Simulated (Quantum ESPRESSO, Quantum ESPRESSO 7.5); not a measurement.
# Work function and surface energy of Cu(110) against thickness

Aim: how the work function and the surface energy of Cu(110) settle with the number of layers.

Program: Quantum ESPRESSO 7.5. Level of theory: plane-wave DFT, PBE, GBRV ultrasoft pseudopotentials. Results are calculated unless marked as measured.

**1. The starting structure**

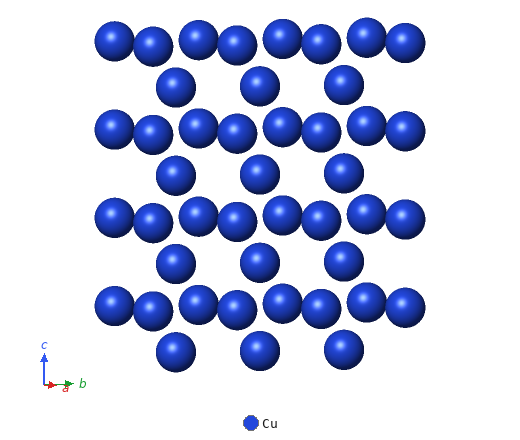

Start, viewed from the side, with the c axis up; copper blue. 1×3×1 cells are drawn. Some periodic images of atoms are drawn too.

The cell holds 8 atoms: 8 Cu. Cell: a = 3.610 Å, b = 2.553 Å, c = 23.934 Å, α = 90.0°, β = 90.0°, γ = 90.0°. It derives from Cu. Vacuum lies along c.

Coordinates:

```
Cu
1.0
     3.61000    0.00000    0.00000
     0.00000    2.55266    0.00000
     0.00000    0.00000   23.93429
Cu
8
Direct
  0.50000 0.50000 0.31336
  0.00000 0.00000 0.36668
  0.50000 0.50000 0.42001
  0.00000 0.00000 0.47334
  0.50000 0.50000 0.52666
  0.00000 0.00000 0.57999
  0.50000 0.50000 0.63332
  0.00000 0.00000 0.68664
```

**2. Running the series**

ASE writes the inputs, starts pw.x and reads the results. Under ESM bc1 the zero of energy of a symmetric slab is the vacuum, so the work function is minus the Fermi level.

run.py reads:

```python
import json
import numpy as np
from ase.build import fcc110
from ase.calculators.espresso import Espresso, EspressoProfile

profile = EspressoProfile(command='mpirun -n 4 pw.x -nk 4', pseudo_dir='../pseudo')
pseudopotentials = {'Cu': 'cu_pbe_v1.2.uspp.F.UPF'}
system = {'ecutwfc': 40, 'ecutrho': 200, 'occupations': 'smearing', 'smearing': 'mv', 'degauss': 0.02}


def calculator(name, kpts, **extra):
    data = dict(control=dict(tprnfor=True, verbosity='high', disk_io='none'),
                system=system | extra,
                electrons=dict(conv_thr=1e-07, mixing_beta=0.4, mixing_mode='local-TF',
                               electron_maxstep=100))
    return Espresso(profile=profile, directory=name, pseudopotentials=pseudopotentials, kpts=kpts, input_data=data)


def centre(atoms):
    z = atoms.positions[:, 2]
    atoms.positions[:, 2] -= (z.max() + z.min()) / 2  # ESM wants the slab about z = 0
    return atoms


rows = []
for n in [3, 4, 5, 6, 7, 8]:
    slab = centre(fcc110('Cu', size=(1, 1, n), a=3.61, vacuum=7.5, periodic=True))
    slab.set_initial_magnetic_moments([0.0] * n)
    slab.calc = calculator(f'n{n}', (8, 12, 1), assume_isolated='esm', esm_bc='bc1')
    energy = slab.get_potential_energy()
    work = -slab.calc.get_fermi_level()
    force = slab.get_forces()[-1, 2]
    rows.append([n, energy, work, force])
    print(f'{n} layers: E = {energy:.5f} eV, work function {work:.3f} eV, force on the top atom {force:+.3f} eV/A')

n, energy = np.array(rows)[:, :2].T
slope, offset = np.polyfit(n[1:], energy[1:], 1)
area = np.linalg.norm(np.cross(*slab.cell[:2]))
gamma = offset / (2 * area) * 16.0218
print(f'bulk energy from the slope {slope:.5f} eV an atom; unrelaxed surface energy {gamma:.3f} J/m^2')
json.dump(dict(rows=rows, slope=slope, gamma=gamma), open('result.json', 'w'))
```

The run is started by

```console
OMP_NUM_THREADS=1 python run.py
```

Log:

```text
3 layers: E = -16479.40249 eV, work function 4.378 eV, force on the top atom -0.355 eV/A
4 layers: E = -21973.08323 eV, work function 4.415 eV, force on the top atom -0.243 eV/A
5 layers: E = -27466.83521 eV, work function 4.297 eV, force on the top atom -0.299 eV/A
6 layers: E = -32960.54265 eV, work function 4.413 eV, force on the top atom -0.323 eV/A
7 layers: E = -38454.31542 eV, work function 4.347 eV, force on the top atom -0.320 eV/A
8 layers: E = -43948.02904 eV, work function 4.432 eV, force on the top atom -0.305 eV/A
bulk energy from the slope -5493.73719 eV an atom; unrelaxed surface energy 1.619 J/m^2
```

Run time: 22 min. Hardware: 4 MPI ranks of AMD EPYC 7R13 (Zen 3), shared host; peak memory 1 GiB; 89 min of CPU time.

The input that ASE wrote for the first run, and its log:

```
&CONTROL
   verbosity        = 'high'
   tprnfor          = .true.
   disk_io          = 'none'
   pseudo_dir       = '../pseudo'
/
&SYSTEM
   ecutwfc          = 40
   ecutrho          = 200
   occupations      = 'smearing'
   degauss          = 0.02
   smearing         = 'mv'
   assume_isolated  = 'esm'
   esm_bc           = 'bc1'
   ntyp             = 1
   nat              = 3
   ibrav            = 0
/
&ELECTRONS
   electron_maxstep = 100
   conv_thr         = 1e-07
   mixing_mode      = 'local-TF'
   mixing_beta      = 0.4
/
&IONS
/
&CELL
/
&FCP
/
&RISM
/
ATOMIC_SPECIES
Cu 63.546 cu_pbe_v1.2.uspp.F.UPF

K_POINTS automatic
8 12 1  0 0 0

CELL_PARAMETERS angstrom
3.61000000000000 0.00000000000000 0.00000000000000
0.00000000000000 2.55265548008344 0.00000000000000
0.00000000000000 0.00000000000000 17.55265548008344

ATOMIC_POSITIONS angstrom
Cu 0.0000000000 0.0000000000 -1.2763277400  
Cu 1.8050000000 1.2763277400 0.0000000000  
Cu 0.0000000000 0.0000000000 1.2763277400
```

```text
Program PWSCF v.7.5 starts
[citation notice left out]

     Parallel version (MPI & OpenMP), running on       4 processor cores
     Number of MPI processes:                 4
     Threads/MPI process:                     1

     MPI processes distributed on     1 nodes
[... 1 line left out ...]

Warning: card &CELL ignored
Warning: card &FCP ignored
Warning: card &RISM ignored

     Current dimensions of program PWSCF are:
     Max number of different atomic species (ntypx) = 10
     Max number of k-points (npk) =  40000
     Max angular momentum in pseudopotentials (lmaxx) =  4
     Message from routine setup:
     using ibrav=0 with symmetry is DISCOURAGED, use correct ibrav instead

     K-points division:     npool     =       4
     Subspace diagonalization in iterative solution of the eigenvalue problem:
     a serial algorithm will be used

     G-vector sticks info
     --------------------
     sticks:   dense  smooth     PW     G-vecs:    dense   smooth      PW
     Sum         519     417    137                52139    37345    6715

     Using Slab Decomposition

     bravais-lattice index     =            0
     lattice parameter (alat)  =       6.8219  a.u.
     unit-cell volume          =    1091.5379 (a.u.)^3
     number of atoms/cell      =            3
     number of atomic types    =            1
     number of electrons       =        57.00
     number of Kohn-Sham states=           35
     kinetic-energy cutoff     =      40.0000  Ry
     charge density cutoff     =     200.0000  Ry
     scf convergence threshold =      1.0E-07
     mixing beta               =       0.4000
     number of iterations used =            8  local-TF  mixing
     Exchange-correlation= SLA  PW   PBE  PBE
                           (   1   4   3   4   0   0   0)

     Effective Screening Medium Method
     =================================
     Boundary Conditions: Vacuum-Slab-Vacuum
     total charge in unit cell        =   0.0000
     grid points for fit at edges     =        4

[... 10 lines left out ...]
     PseudoPot. # 1 for Cu read from file:
     ../pseudo/cu_pbe_v1.2.uspp.F.UPF
     Pseudo is Ultrasoft + core correction, Zval = 19.0
     Generated by new atomic code, or converted to UPF format
     Using radial grid of  867 points,  6 beta functions with:
                l(1) =   0
                l(2) =   0
                l(3) =   1
                l(4) =   1
                l(5) =   2
                l(6) =   2
     Q(r) pseudized with  8 coefficients,  rinner =    1.150   1.150   1.150
                                                       1.150   1.150

     atomic species   valence    mass     pseudopotential
     Cu               19.00    63.54600     Cu( 1.00)

      8 Sym. Ops., with inversion, found

                                    s                        frac. trans.

      isym =  1     identity

[... 545 lines left out ...]
   -73.7117 -73.7114 -73.6841 -73.6543 -11.9245  -8.5152  -8.4095  -7.8979
    -7.3375  -7.1054  -6.9885  -6.9016  -6.8280  -6.4733  -6.2578  -6.1682
    -5.9969  -5.9893  -5.7871  -5.7845  -5.6408  -3.5158  -0.7009  -0.5280
    -0.2316   1.2729   1.3293

     occupation numbers
     1.0000   1.0000   1.0000   1.0000   1.0000   1.0000   1.0000   1.0000
     1.0000   1.0000   1.0000   1.0000   1.0000   1.0000   1.0000   1.0000
     1.0000   1.0000   1.0000   1.0000   1.0000   1.0000   1.0000   1.0000
     1.0000   1.0000   1.0000   1.0000   1.0000   0.0000   0.0000   0.0000
     0.0000   0.0000   0.0000

[... 408 lines left out ...]

     the Fermi energy is    -4.3777 ev

!    total energy              =   -1211.21384876 Ry
     estimated scf accuracy    <          3.5E-09 Ry
     smearing contrib. (-TS)   =      -0.00007964 Ry
     internal energy E=F+TS    =   -1211.21376911 Ry

     The total energy is F=E-TS. E is the sum of the following terms:
     one-electron contribution =    2054.18033952 Ry
     hartree contribution      =   -1034.59472713 Ry
     xc contribution           =    -116.26368117 Ry
     ewald contribution        =   -2114.53570033 Ry

     convergence has been achieved in  21 iterations

     negative rho (up, down):  9.964E-05 0.000E+00

     Forces acting on atoms (cartesian axes, Ry/au):

     atom    1 type  1   force =     0.00000000    0.00000000    0.01379858
     atom    2 type  1   force =     0.00000000    0.00000000    0.00000000
     atom    3 type  1   force =     0.00000000    0.00000000   -0.01379858
     The non-local contrib.  to forces
     atom    1 type  1   force =     0.00000000    0.00000000   -0.49799989
     atom    2 type  1   force =     0.00000000    0.00000000    0.00000000
     atom    3 type  1   force =     0.00000000    0.00000000    0.49799989
     The ionic contribution  to forces
     atom    1 type  1   force =    -0.00000000   -0.00000000 -250.57169547
     atom    2 type  1   force =     0.00000000    0.00000000   -0.00000000
     atom    3 type  1   force =    -0.00000000   -0.00000000  250.57169547
     The local contribution  to forces
     atom    1 type  1   force =    -0.00000000    0.00000000  251.08329563
     atom    2 type  1   force =     0.00000000    0.00000005    0.00000335
     atom    3 type  1   force =     0.00000000    0.00000000 -251.08328894
     The core correction contribution to forces
     atom    1 type  1   force =     0.00000000    0.00000000    0.00047636
     atom    2 type  1   force =     0.00000000    0.00000000    0.00000000
     atom    3 type  1   force =    -0.00000000    0.00000000   -0.00047636
     The Hubbard contrib.    to forces
     atom    1 type  1   force =     0.00000000    0.00000000    0.00000000
     atom    2 type  1   force =     0.00000000    0.00000000    0.00000000
     atom    3 type  1   force =     0.00000000    0.00000000    0.00000000
     The SCF correction term to forces
     atom    1 type  1   force =    -0.00000000    0.00000000   -0.00027467
     atom    2 type  1   force =    -0.00000000    0.00000000    0.00000002
     atom    3 type  1   force =    -0.00000000   -0.00000000    0.00027471

     Total force =     0.019514     Total SCF correction =     0.000388
     Message from routine punch:
     Nothing written, as per user request (disk_io='none')

[... 1 line left out ...]

[... 1 line left out ...]

[... 1 line left out ...]

[... 3 lines left out ...]

[... 1 line left out ...]

[... 2 lines left out ...]

[... 1 line left out ...]

[... 1 line left out ...]

=
```

This step gave:

```
surface energy                     : 1.619 J/m²
work function of the thickest slab : 4.432 eV
```

Table of work function by layers:

| layers | work function (eV) |
| --- | --- |
| 3.00 | 4.38 |
| 4.00 | 4.41 |
| 5.00 | 4.30 |
| 6.00 | 4.41 |
| 7.00 | 4.35 |
| 8.00 | 4.43 |

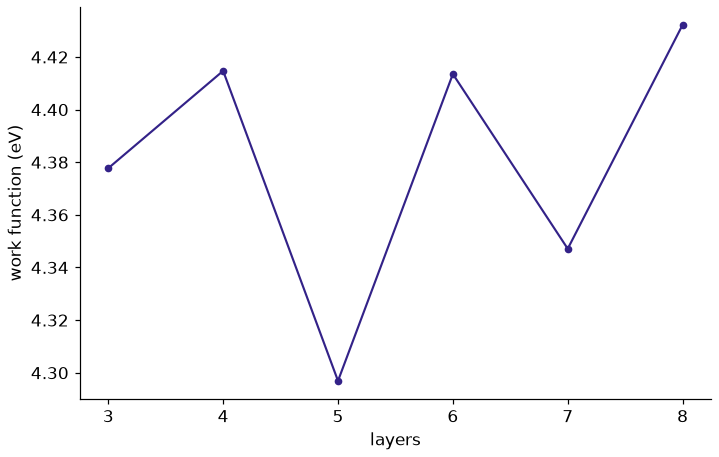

Work function against layers.

The force on the top atom along the normal by layers:

```
layers  force on the top atom along the normal (eV/Å)
  3.00                                         -0.355
  4.00                                         -0.243
  5.00                                         -0.299
  6.00                                         -0.323
  7.00                                         -0.320
  8.00                                         -0.305
```

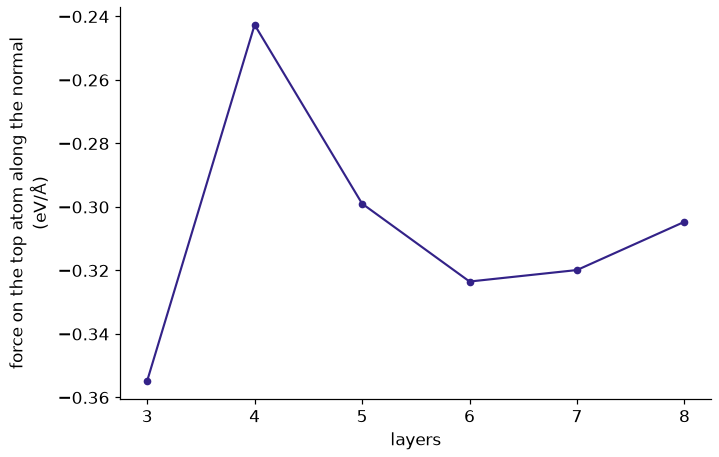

Force on the top atom along the normal, plotted against layers.

Energy less the bulk line's slope against layers:

| layers | energy less the bulk line's slope (meV) |
| --- | --- |
| 3.00 | 1809 |
| 4.00 | 1866 |
| 5.00 | 1851 |
| 6.00 | 1880 |
| 7.00 | 1845 |
| 8.00 | 1868 |

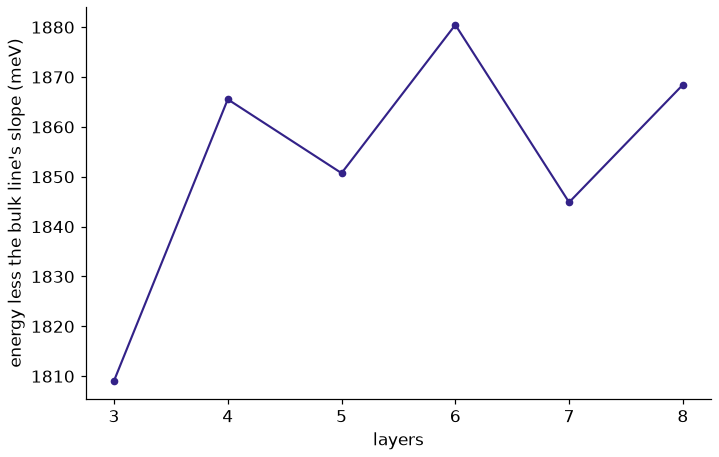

Energy less the bulk line's slope, plotted against layers.

**3. The script: PBE, SSSP efficiency**

Level of this step: plane-wave DFT, PBE, SSSP efficiency pseudopotentials (Quantum ESPRESSO 7.5).

run.py, as its differences from the input of step 2:

```diff
@@ -6,4 +6,4 @@
 profile = EspressoProfile(command='mpirun -n 4 pw.x -nk 4', pseudo_dir='../pseudo')
-pseudopotentials = {'Cu': 'cu_pbe_v1.2.uspp.F.UPF'}
-system = {'ecutwfc': 40, 'ecutrho': 200, 'occupations': 'smearing', 'smearing': 'mv', 'degauss': 0.02}
+pseudopotentials = {'Cu': 'Cu.paw.z_11.ld1.psl.v1.0.0-low.upf'}
+system = {'ecutwfc': 45, 'ecutrho': 360, 'occupations': 'smearing', 'smearing': 'mv', 'degauss': 0.02}
```

The run is started by

```console
OMP_NUM_THREADS=1 python run.py
```

Log:

```text
3 layers: E = -8696.06654 eV, work function 4.383 eV, force on the top atom -0.352 eV/A
4 layers: E = -11595.30617 eV, work function 4.419 eV, force on the top atom -0.256 eV/A
5 layers: E = -14494.61650 eV, work function 4.300 eV, force on the top atom -0.315 eV/A
6 layers: E = -17393.88251 eV, work function 4.418 eV, force on the top atom -0.352 eV/A
7 layers: E = -20293.21315 eV, work function 4.351 eV, force on the top atom -0.330 eV/A
8 layers: E = -23192.48538 eV, work function 4.437 eV, force on the top atom -0.312 eV/A
bulk energy from the slope -2899.29551 eV an atom; unrelaxed surface energy 1.628 J/m^2
```

Wall time 17 min (4 MPI ranks); peak memory 1.3 GiB; 69 min of CPU time.

This step gave:

| Quantity | Value |
| --- | --- |
| surface energy | 1.628 J/m² |
| work function of the thickest slab | 4.437 eV |

Table of work function by layers:

| layers | work function (eV) |
| --- | --- |
| 3.00 | 4.38 |
| 4.00 | 4.42 |
| 5.00 | 4.30 |
| 6.00 | 4.42 |
| 7.00 | 4.35 |
| 8.00 | 4.44 |

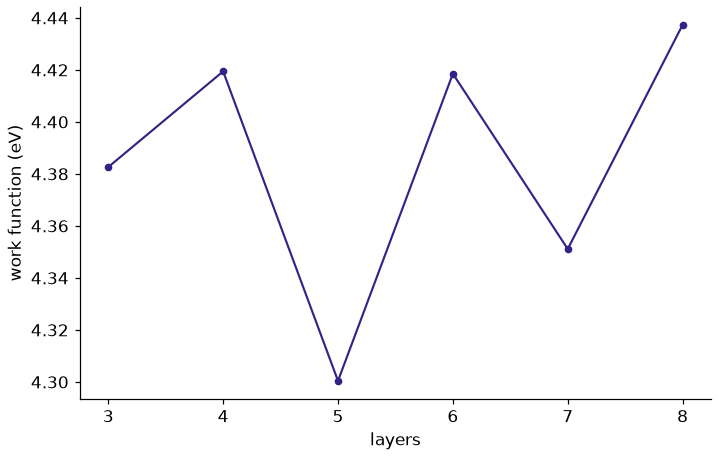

Work function against layers.

The force on the top atom along the normal by layers:

```csv
layers,force on the top atom along the normal (eV/Å)
3.00,-0.352
4.00,-0.256
5.00,-0.315
6.00,-0.352
7.00,-0.330
8.00,-0.312
```

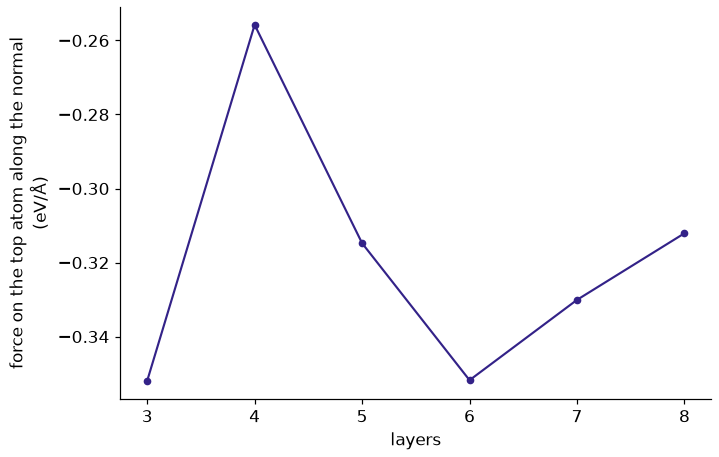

Force on the top atom along the normal, plotted against layers.

Table of energy less the bulk line's slope by layers:

| layers | energy less the bulk line's slope (meV) |
| --- | --- |
| 3.00 | 1820 |
| 4.00 | 1876 |
| 5.00 | 1861 |
| 6.00 | 1891 |
| 7.00 | 1855 |
| 8.00 | 1879 |

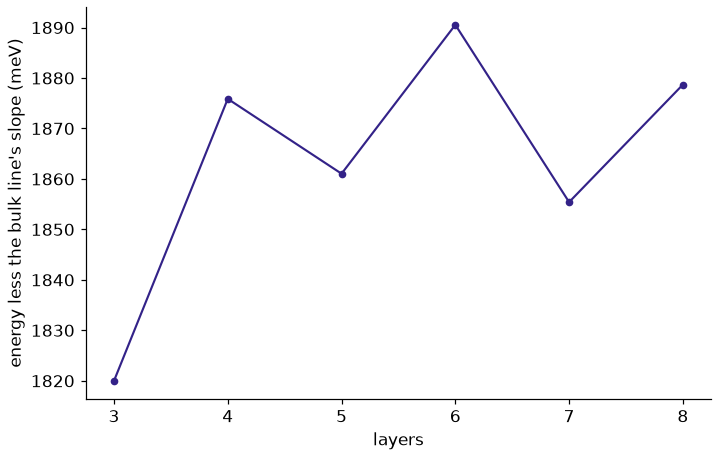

Energy less the bulk line's slope against layers.

**4. The script, with pools = 64**

Another try, with an input changed as a hurried user might.

Level of this step: plane-wave DFT, PBE, GBRV ultrasoft pseudopotentials (Quantum ESPRESSO 7.5).

run.py, as its differences from the input of step 2:

```diff
@@ -5,3 +5,3 @@
 
-profile = EspressoProfile(command='mpirun -n 4 pw.x -nk 4', pseudo_dir='../pseudo')
+profile = EspressoProfile(command='mpirun -n 4 pw.x -nk 64', pseudo_dir='../pseudo')
 pseudopotentials = {'Cu': 'cu_pbe_v1.2.uspp.F.UPF'}
@@ -14,3 +14,3 @@
                 electrons=dict(conv_thr=1e-07, mixing_beta=0.4, mixing_mode='local-TF',
-                               electron_maxstep=100))
+                               electron_maxstep=60))
     return Espresso(profile=profile, directory=name, pseudopotentials=pseudopotentials, kpts=kpts, input_data=data)
@@ -25,3 +25,3 @@
 rows = []
-for n in [3, 4, 5, 6, 7, 8]:
+for n in [3, 4, 5]:
     slab = centre(fcc110('Cu', size=(1, 1, n), a=3.61, vacuum=7.5, periodic=True))
```

The run is started by

```console
OMP_NUM_THREADS=1 python run.py
```

Log:

```text
subprocess.CalledProcessError: the calculator's command failed
```

The job ended after 3 s (4 MPI ranks; peak memory 0.32 GiB).

The input that ASE wrote for the run that failed, and its log:

```
&CONTROL
   verbosity        = 'high'
   tprnfor          = .true.
   disk_io          = 'none'
   pseudo_dir       = '../pseudo'
/
&SYSTEM
   ecutwfc          = 40
   ecutrho          = 200
   occupations      = 'smearing'
   degauss          = 0.02
   smearing         = 'mv'
   assume_isolated  = 'esm'
   esm_bc           = 'bc1'
   ntyp             = 1
   nat              = 3
   ibrav            = 0
/
&ELECTRONS
   electron_maxstep = 60
   conv_thr         = 1e-07
   mixing_mode      = 'local-TF'
   mixing_beta      = 0.4
/
&IONS
/
&CELL
/
&FCP
/
&RISM
/
ATOMIC_SPECIES
Cu 63.546 cu_pbe_v1.2.uspp.F.UPF

K_POINTS automatic
8 12 1  0 0 0

CELL_PARAMETERS angstrom
3.61000000000000 0.00000000000000 0.00000000000000
0.00000000000000 2.55265548008344 0.00000000000000
0.00000000000000 0.00000000000000 17.55265548008344

ATOMIC_POSITIONS angstrom
Cu 0.0000000000 0.0000000000 -1.2763277400  
Cu 1.8050000000 1.2763277400 0.0000000000  
Cu 0.0000000000 0.0000000000 1.2763277400
```

```text
Program PWSCF v.7.5 starts
[citation notice left out]

     Parallel version (MPI & OpenMP), running on       4 processor cores
     Number of MPI processes:                 4
     Threads/MPI process:                     1

     MPI processes distributed on     1 nodes
[... 1 line left out ...]

Warning: card &CELL ignored
Warning: card &FCP ignored
Warning: card &RISM ignored

     Current dimensions of program PWSCF are:
     Max number of different atomic species (ntypx) = 10
     Max number of k-points (npk) =  40000
     Max angular momentum in pseudopotentials (lmaxx) =  4
     Message from routine setup:
     using ibrav=0 with symmetry is DISCOURAGED, use correct ibrav instead

 %%%%%%%%%%%%%%%%%%%%%%%%%%%%%%%%%%%%%%%%%%%%%%%%%%%%%%%%%%%%%%%%%%%%%%%%%%%%%%
     Error in routine mp_start_pools (1):
     invalid number of pools, out of range
 %%%%%%%%%%%%%%%%%%%%%%%%%%%%%%%%%%%%%%%%%%%%%%%%%%%%%%%%%%%%%%%%%%%%%%%%%%%%%%

     stopping ...
```

The input was rejected at the start.

The fault put into the input: more pools than k-points or ranks (pools = 64).

The number of pools must divide the number of ranks; pools beyond the number of k-points stand idle.

**5. Worked from the printed numbers**

γ = (E_N − N e_bulk)/(2A). The excess of the thickest slab is 1.868 eV and A = 9.215 Å²: 1.868/(2 × 9.215) × 16.02 = 1.62 J/m² (1 eV/Å² = 16.02 J/m²); the fit's intercept gives 1.62.

**6. What came out**

```json
{"work function of the thickest slab, PBE, GBRV ultrasoft": "4.43 eV", "unrelaxed surface energy, PBE, GBRV ultrasoft": "1.62 J/m²", "work function of the thickest slab, PBE, SSSP efficiency": "4.44 eV", "unrelaxed surface energy, PBE, SSSP efficiency": "1.63 J/m²"}
```

**Reading.** The thickest slab gives a work function of 4.43 eV and the series an unrelaxed surface energy of 1.62 J/m² (PBE, GBRV ultrasoft). The work function swings by 0.14 eV over 3 to 8 layers and by 0.09 eV over the last step; confined states crossing the Fermi level and the finite mesh both contribute. So 8 layers don't yet hold the work function to 0.05 eV on this mesh. The force on the top atom of the thickest slab points inwards (0.30 eV/Å). The slabs are cut from the bulk at the tabulated lattice constant and not relaxed; the surface energy comes from a straight line through the energies of all but the thinnest slab.

[Logs are printed without paths, hosts, clocks, repeated set-up lines and the standing remarks that a program may print on its own settings, such as how far it seeks lower states.]

[Hosts, paths, dates, database ids (printed as entryN), source tags and the programs' standing remarks are cut or masked in the printed files.]

[Maps of the electrostatic potential energy from Ansatz leave out the sawtooth potential of an applied field or a dipole correction, so their vacuum need not be flat; planar profiles and work functions include it.]
